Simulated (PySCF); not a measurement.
```yaml
atoms:
  - { symbol: C, position_ang: [-1.5315, -0.0686, -0.0603] }
  - { symbol: C, position_ang: [-0.0928, -0.3992, 0.0993] }
  - { symbol: C, position_ang: [0.9028, 0.4647, -0.0972] }
  - { symbol: C, position_ang: [2.2552, 0.1113, 0.0647] }
  - { symbol: N, position_ang: [3.3604, -0.1678, 0.1938] }
  - { symbol: H, position_ang: [-2.0591, -0.2444, 0.8773] }
  - { symbol: H, position_ang: [-1.9805, -0.7190, -0.8111] }
  - { symbol: H, position_ang: [-1.6725, 0.9677, -0.3578] }
  - { symbol: H, position_ang: [0.1332, -1.4159, 0.3956] }
  - { symbol: H, position_ang: [0.7203, 1.4898, -0.3945] }
```

Geometry: GFN2-xTB.

Theory: PySCF, PBE0/pcSseg-1, SCF density, gas phase, non-relativistic.

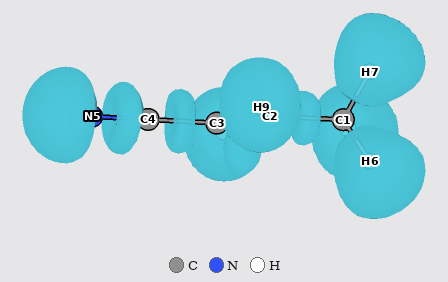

C4H5N (SMILES C/C=C/C#N). Isosurface of the ELF at 0.8 (cyan), seen from one side. Core shells and regions of very low density are left out.

Describe the localisation domains.

The ELF exceeds this value in three regions between bonded C–C atoms (shared pairs), one region between bonded C–N atoms (shared pairs), five regions around hydrogen nuclei and one lobe on N, pointing away from the bonds (lone pairs).

Values along the shortest contacts:
C–N (1.15 Å): the ELF peaks at about 0.85 between the atoms; a short, multiple covalent bond. C–C (1.33 Å): the ELF peaks at about 0.95 between the atoms: a short, multiple covalent bond.
